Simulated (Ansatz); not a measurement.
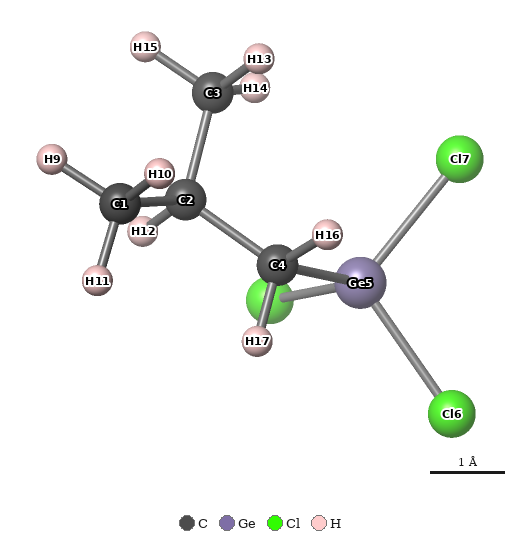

Figure 1. The structure as given in the input (ball-and-stick view, seen at a tilt; atoms are numbered from 1 in the order of the input). Sticks mark near contacts. Bond lengths as drawn: Cl–Ge 2.17 Å, C–C 1.53 to 1.54 Å, C–Ge 1.96 Å and C–H 1.11 Å.

**Geometry relaxation, with input and output: C4H9Cl3Ge (part 1 of 2)**

C4H9Cl3Ge, SMILES CC(C)[CH2][Ge]([Cl])([Cl])[Cl], computed with RKS PBE0-D4/def2-TZVP (Ansatz 0.2.0).

The geometry: PBE-D4/def2-SVP start. Figures and captions count atoms from 1; the log counts them from 0 in places.

### The program's output
```
Functional definition: PBE0
  name "PBE0"
  cite "Adamo & Barone, J. Chem. Phys. 110, 6158 (1999) doi:10.1063/1.478522"
  cite "Perdew, Burke & Ernzerhof, Phys. Rev. Lett. 77, 3865 (1996) doi:10.1103/PhysRevLett.77.3865"
  parent pbe
  parameter a = 0.25
  parameter kappa = 0.804
  parameter beta = 0.06672455060314922
  exchange = (1 - a)*pbe_x(kappa = kappa, mu = beta*pi^2/3) + a*exact_x
  correlation = pbe_c(beta = beta)
2321 factors; their error is unknown
mean field evaluation 1: about -98350.8494 eV, gradient 7.3e1 eV
mean field evaluation 2: about -98339.2649 eV, gradient 9.9e1 eV
mean field evaluation 4: about -98363.0792 eV, gradient 4.7e0 eV
mean field evaluation 8: about -98363.1331 eV, gradient 1.4e-1 eV
mean field evaluation 16: about -98363.4840 eV, gradient 9.2e-4 eV
mean field -98363.48402291 eV, -3614.7913646777 hartree, gradient 2.0e-5 eV, S^2 0.000000; 0 other end points of the search recorded, 0 dependent functions left out
the calculation of the forces begins
reference -98363.48406294 eV, -3614.7913661490 hartree; 58, 58 occupied and 279, 279 virtual orbitals, 2321 factors
relax step   1: F+E_penalty+E_count = -98363.96974460 eV  Δ(F+E_penalty+E_count) = +0.000e0 eV  max|allowed force component| = 5.209e-1 eV/Å  Δτ_max = 0.0000 Å  (31 SCF iters, accepted)
these checks for a lower state are left out or cut short: starts, cluster_reference, orbital_swaps, neighbouring_geometries, increment
2321 factors; their error is unknown
mean field -98363.55331401 eV, -3614.7939110786 hartree, gradient 1.0e-5 eV, S^2 0.000000; 0 other end points of the search recorded, 0 dependent functions left out
the calculation of the forces begins
reference -98363.55335374 eV, -3614.7939125389 hartree; 58, 58 occupied and 279, 279 virtual orbitals, 2321 factors
relax step   2: F+E_penalty+E_count = -98364.04372261 eV  Δ(F+E_penalty+E_count) = -7.398e-2 eV  max|allowed force component| = 1.619e-1 eV/Å  Δτ_max = 0.0459 Å  (32 SCF iters, accepted)
these checks for a lower state are left out or cut short: starts, cluster_reference, orbital_swaps, neighbouring_geometries, increment
2321 factors; their error is unknown
mean field evaluation 32: about -98363.5575 eV, gradient 7.6e-3 eV
mean field -98363.55748054 eV, -3614.7940641961 hartree, gradient 1.0e-5 eV, S^2 0.000000; 0 other end points of the search recorded, 0 dependent functions left out
the calculation of the forces begins
reference -98363.55752021 eV, -3614.7940656538 hartree; 58, 58 occupied and 279, 279 virtual orbitals, 2321 factors
relax step   3: F+E_penalty+E_count = -98364.04864559 eV  Δ(F+E_penalty+E_count) = -4.923e-3 eV  max|allowed force component| = 2.558e-2 eV/Å  Δτ_max = 0.0187 Å  (32 SCF iters, accepted)
these checks for a lower state are left out or cut short: starts, cluster_reference, orbital_swaps, neighbouring_geometries, increment
2321 factors; their error is unknown
mean field -98363.55778669 eV, -3614.7940754469 hartree, gradient 1.0e-5 eV, S^2 0.000000; 0 other end points of the search recorded, 0 dependent functions left out
the calculation of the forces begins
reference -98363.55782636 eV, -3614.7940769047 hartree; 58, 58 occupied and 279, 279 virtual orbitals, 2321 factors
relax step   4: F+E_penalty+E_count = -98364.04900717 eV  Δ(F+E_penalty+E_count) = -3.616e-4 eV  max|allowed force component| = 1.684e-2 eV/Å  Δτ_max = 0.0086 Å  (33 SCF iters, accepted)
these checks for a lower state are left out or cut short: starts, cluster_reference, orbital_swaps, neighbouring_geometries, increment
2321 factors; their error is unknown
mean field -98363.55805751 eV, -3614.7940853990 hartree, gradient 1.0e-5 eV, S^2 0.000000; 0 other end points of the search recorded, 0 dependent functions left out
the calculation of the forces begins
reference -98363.55809719 eV, -3614.7940868574 hartree; 58, 58 occupied and 279, 279 virtual orbitals, 2321 factors
relax step   5: F+E_penalty+E_count = -98364.04949974 eV  Δ(F+E_penalty+E_count) = -4.926e-4 eV  max|allowed force component| = 9.748e-3 eV/Å  Δτ_max = 0.0314 Å  (31 SCF iters, accepted)
these checks for a lower state are left out or cut short: starts, cluster_reference, orbital_swaps, neighbouring_geometries, increment
2321 factors; their error is unknown
mean field -98363.55862247 eV, -3614.7941061611 hartree, gradient 1.0e-5 eV, S^2 0.000000; 0 other end points of the search recorded, 0 dependent functions left out
the calculation of the forces begins
reference -98363.55866216 eV, -3614.7941076196 hartree; 58, 58 occupied and 279, 279 virtual orbitals, 2321 factors
relax step   6: F+E_penalty+E_count = -98364.04997335 eV  Δ(F+E_penalty+E_count) = -4.736e-4 eV  max|allowed force component| = 3.011e-2 eV/Å  Δτ_max = 0.0745 Å  (31 SCF iters, accepted)
these checks for a lower state are left out or cut short: starts, cluster_reference, orbital_swaps, neighbouring_geometries, increment
2321 factors; their error is unknown
mean field -98363.55831978 eV, -3614.7940950374 hartree, gradient 1.0e-5 eV, S^2 0.000000; 0 other end points of the search recorded, 0 dependent functions left out
the calculation of the forces begins
reference -98363.55835944 eV, -3614.7940964950 hartree; 58, 58 occupied and 279, 279 virtual orbitals, 2321 factors
relax step   7: F+E_penalty+E_count = -98364.05005063 eV  Δ(F+E_penalty+E_count) = -7.728e-5 eV  max|allowed force component| = 2.520e-2 eV/Å  Δτ_max = 0.0339 Å  (32 SCF iters, accepted)
these checks for a lower state are left out or cut short: starts, cluster_reference, orbital_swaps, neighbouring_geometries, increment
2321 factors; their error is unknown
mean field evaluation 64: about -98363.2031 eV, gradient 2.1e-3 eV
mean field -98363.55829765 eV, -3614.7940942241 hartree, gradient 1.0e-5 eV, S^2 0.000000; 0 other end points of the search recorded, 0 dependent functions left out
the calculation of the forces begins
reference -98363.55833732 eV, -3614.7940956822 hartree; 58, 58 occupied and 279, 279 virtual orbitals, 2321 factors
relax step   8: F+E_penalty+E_count = -98364.04992625 eV  Δ(F+E_penalty+E_count) = +1.244e-4 eV  max|allowed force component| = 9.497e-2 eV/Å  Δτ_max = 0.0137 Å  (31 SCF iters, rejected (line search))
these checks for a lower state are left out or cut short: starts, cluster_reference, orbital_swaps, neighbouring_geometries, increment
2321 factors; their error is unknown
mean field -98363.55857515 eV, -3614.7941044219 hartree, gradient 1.0e-5 eV, S^2 0.000000; 0 other end points of the search recorded, 0 dependent functions left out
the calculation of the forces begins
reference -98363.55861481 eV, -3614.7941058795 hartree; 58, 58 occupied and 279, 279 virtual orbitals, 2321 factors
relax step   9: F+E_penalty+E_count = -98364.05034914 eV  Δ(F+E_penalty+E_count) = -2.985e-4 eV  max|allowed force component| = 6.213e-3 eV/Å  Δτ_max = 0.0068 Å  (33 SCF iters, accepted)
these checks for a lower state are left out or cut short: starts, cluster_reference, orbital_swaps, neighbouring_geometries, increment
2321 factors; their error is unknown
mean field -98363.55858275 eV, -3614.7941047013 hartree, gradient 1.0e-5 eV, S^2 0.000000; 0 other end points of the search recorded, 0 dependent functions left out
the calculation of the forces begins
reference -98363.55862241 eV, -3614.7941061589 hartree; 58, 58 occupied and 279, 279 virtual orbitals, 2321 factors
relax step  10: F+E_penalty+E_count = -98364.05038716 eV  Δ(F+E_penalty+E_count) = -3.802e-5 eV  max|allowed force component| = 2.305e-3 eV/Å  Δτ_max = 0.0044 Å  (33 SCF iters, accepted)
2321 factors; their error is unknown
mean field evaluation 96: about -98363.2033 eV, gradient 3.1e-1 eV
```

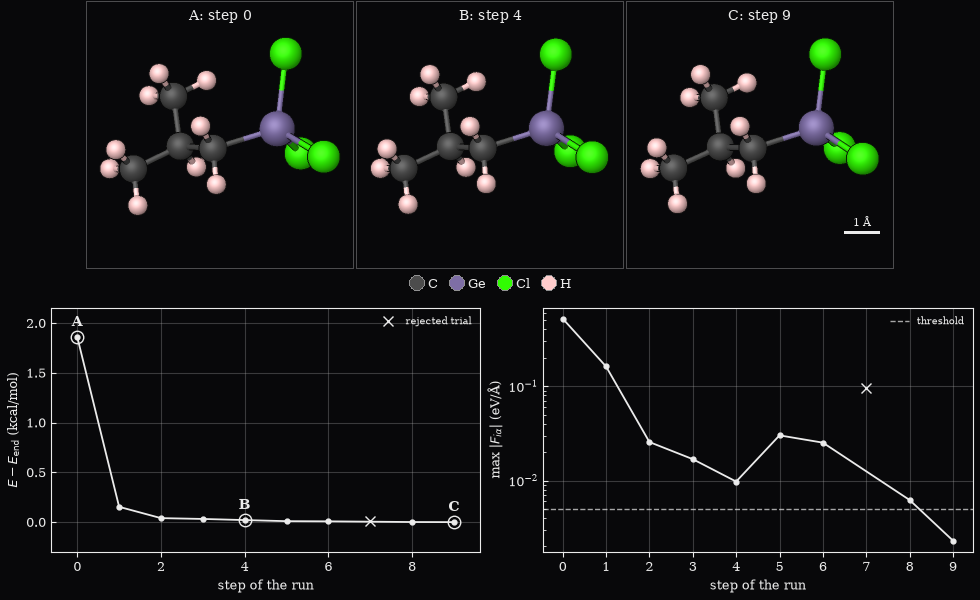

Figure 2. Frames of the relaxation (ball-and-stick view, seen at a tilt) above the curves, on which the letters mark them (the first geometry is step 0 here and step 1 in the log).

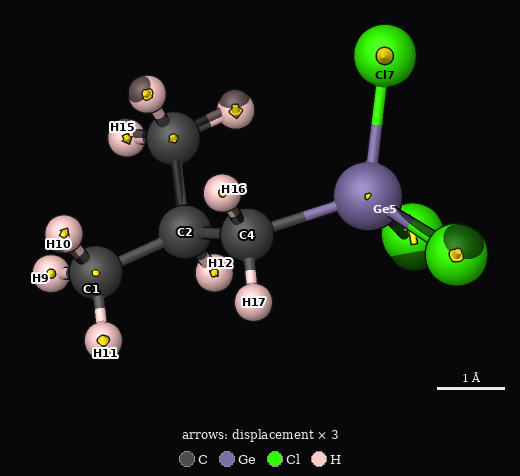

Figure 3. Start (faint) and end (solid) with the displacements as yellow arrows, magnified 3 times (ball-and-stick view, seen at a tilt). The two geometries are laid on each other by the best rigid fit. The largest move after the best rigid fit is that of Cl8, 0.16 Å. Largest moves by element: Cl 0.16 Å, H 0.08 Å, C 0.05 Å, Ge 0.03 Å. Among the contacts that change: Ge5–Cl6 2.169 → 2.140 Å, C4–Ge5 1.960 → 1.942 Å, C2–H12 1.113 → 1.096 Å, C1–H10 1.111 → 1.094 Å. The energy falls by 1.86 kcal/mol in 9 geometry steps. Largest force component: 0.52 eV/Å at the start, 0.0023 eV/Å at the end. The line search rejected the trial step at point 7 (counted from 0) and went back. (Atoms are counted from 1 in the order of the input.)

```
mean field -98363.55858275 eV, -3614.7941047013 hartree, gradient 1.0e-5 eV, S^2 0.000000; 1 other end points of the search recorded, 0 dependent functions left out
the calculation of the forces begins
reference -98363.55862241 eV, -3614.7941061589 hartree; 58, 58 occupied and 279, 279 virtual orbitals, 2321 factors
Total energy: -98364.05042682 eV, -3614.8121796377 hartree
Atom 0 at    -0.184246    -1.966970     0.694279 Å, force     0.000730     0.000986    -0.000706 eV/Å
Atom 1 at    -0.325028    -0.647346    -0.053635 Å, force     0.001870     0.001265    -0.001251 eV/Å
Atom 2 at    -1.507891     0.152511     0.470656 Å, force    -0.000229     0.000497     0.000069 eV/Å
Atom 3 at     0.984283     0.131313     0.042077 Å, force     0.000036     0.002045     0.001358 eV/Å
Atom 4 at     1.059842     1.773506    -0.991642 Å, force    -0.000965    -0.002305     0.000975 eV/Å
Atom 5 at     3.088996     2.270071    -1.455046 Å, force     0.000382    -0.000453    -0.000415 eV/Å
Atom 6 at     0.237115     3.463398     0.031422 Å, force    -0.000790     0.001683     0.001056 eV/Å
Atom 7 at     0.011117     1.590706    -2.848996 Å, force    -0.000290    -0.000067    -0.001787 eV/Å
Atom 8 at    -1.097193    -2.560836     0.607102 Å, force     0.000535    -0.000423    -0.000372 eV/Å
Atom 9 at    -0.000087    -1.792077     1.758648 Å, force    -0.001121    -0.000441     0.001354 eV/Å
Atom 10 at     0.644267    -2.562668     0.303656 Å, force    -0.000204    -0.000996     0.000493 eV/Å
Atom 11 at    -0.507016    -0.873615    -1.110537 Å, force    -0.000445    -0.001093    -0.001363 eV/Å
Atom 12 at    -1.349582     0.445426     1.512995 Å, force    -0.000358    -0.000341     0.000432 eV/Å
Atom 13 at    -1.679646     1.063715    -0.107536 Å, force    -0.000437     0.000313     0.000614 eV/Å
Atom 14 at    -2.423200    -0.441411     0.425152 Å, force    -0.000591     0.000513     0.000126 eV/Å
Atom 15 at     1.200441     0.419038     1.076368 Å, force     0.000655    -0.000068     0.000505 eV/Å
Atom 16 at     1.828727    -0.465261    -0.314661 Å, force     0.001224    -0.001115    -0.001089 eV/Å
Dipole moment:    -0.120908    -0.563909     0.328049 e Å
```
